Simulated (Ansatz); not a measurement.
## Electronic structure of Cl2GeH (doublet) in real space

Input

```
crystal:
  periodic: [false, false, false]
  atoms:
    - { symbol: Cl, position_ang: [-1.6863, 0.7124, -0.6085] }
    - { symbol: Ge, position_ang: [0.1857, -0.2194, -0.4264] }
    - { symbol: Cl, position_ang: [0.1768, -1.4202, 1.3594] }
    - { symbol: H, position_ang: [1.3793, 0.8669, -0.3448] }
basis:
  gaussian:
    orbitals: def2-SVP
hamiltonian:
  xc: cam_b3lyp
magnetization:
  spin_polarized: true
  initial_magnetization: 1.0
output:
  orbitals: {}
  forces: true
```

Run with:

```sh
python run_methods.py
```

Not at a stationary point (largest force 1.7 eV/Å).

Method: SCF cam_b3lyp, Gaussian basis in Ansatz 0.2.0.

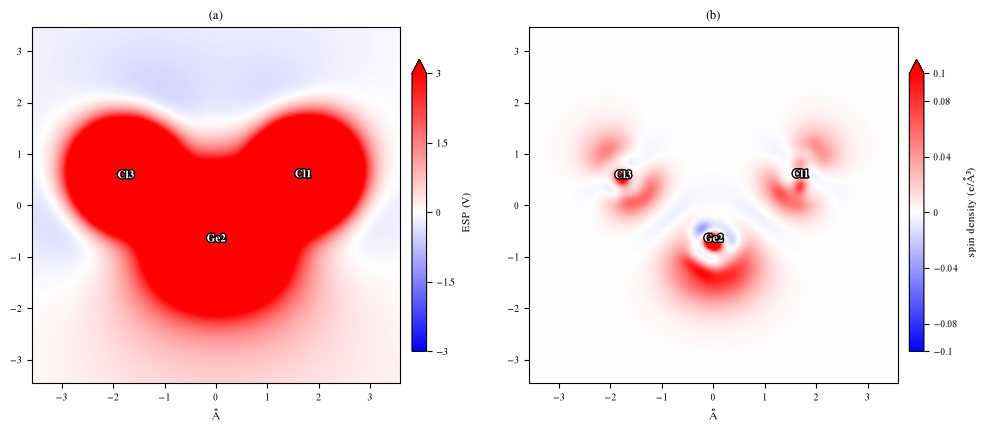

Figure 1. (a) electrostatic potential; (b) spin density (α minus β) on the plane of atoms Cl1, Ge2 and Cl3.

**Interpret the plot.**

- Atoms in the plane: Cl and Ge.
- The unpaired spin (1 electron) lies mostly on Ge2 (about 0.7), H4 (about 0.1), Cl3 (about 0.1) and Cl1 (about 0.1), in electrons by Hirshfeld's partition.
- Outside the dense part of the molecule the potential is most negative (−0.5 V) near Cl3.

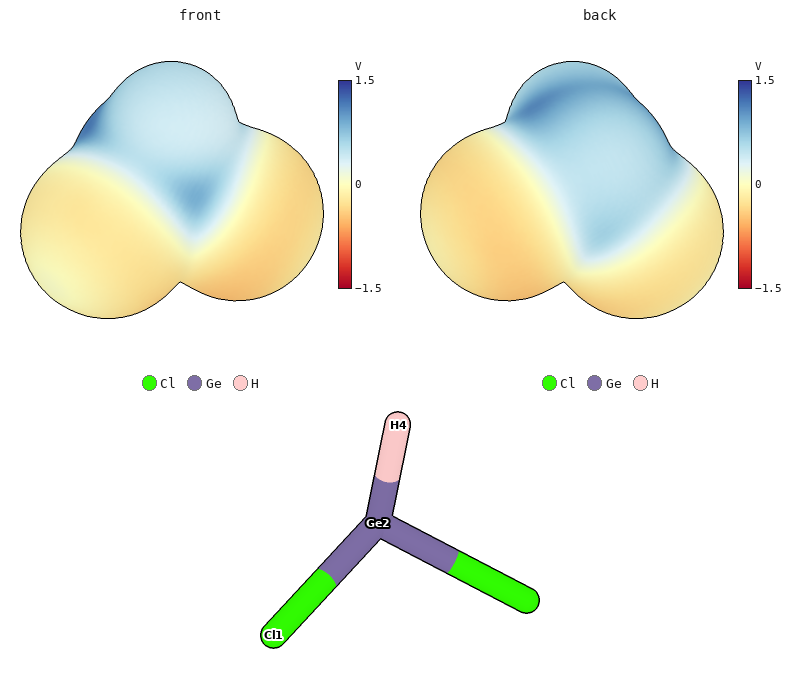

Figure 2. The molecular electrostatic potential painted on the density surface at 0.001 e/bohr³, seen from the front and from behind; the colour scale runs from red (negative) to blue (positive). The bare structure is drawn below in the same view.

**Where is the surface potential most negative and most positive?**

The most negative region (about −0.5 V, or −12 kcal/mol for a unit charge) lies over Cl3, the most positive (about +1.1 V, or +25 kcal/mol for a unit charge) over Ge2.

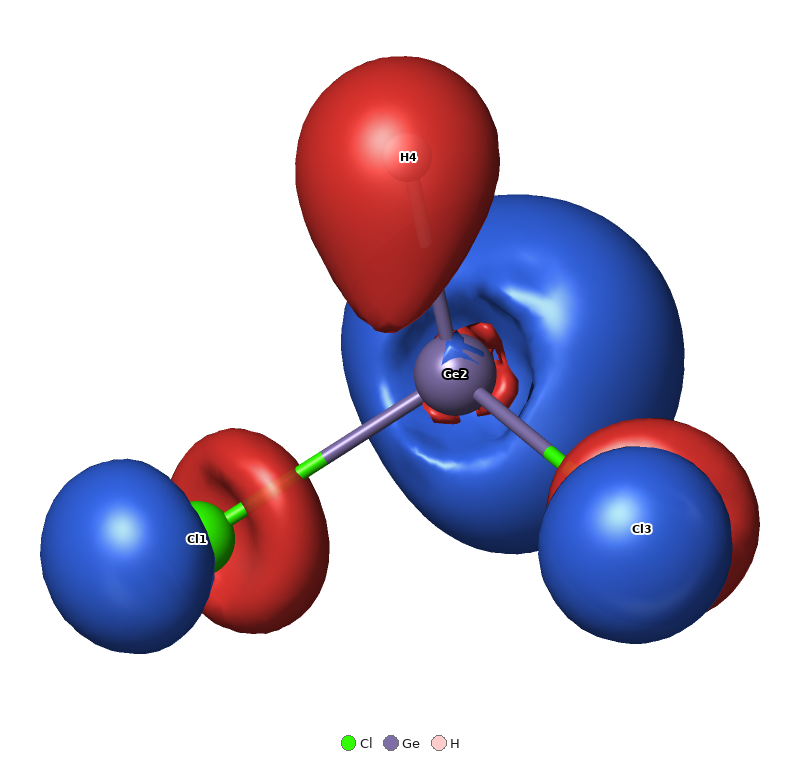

Figure 3. The HOMO (α) at ±0.15 Å⁻³ᐟ² (blue and red are the two phases), seen at a tilt.

**What is the character of this orbital?**

It lies mainly on Ge2 (about 60 %), Cl3 (about 15 %), Cl1 (about 15 %) and H4 (about 10 %). Its energy is −7.89 eV.
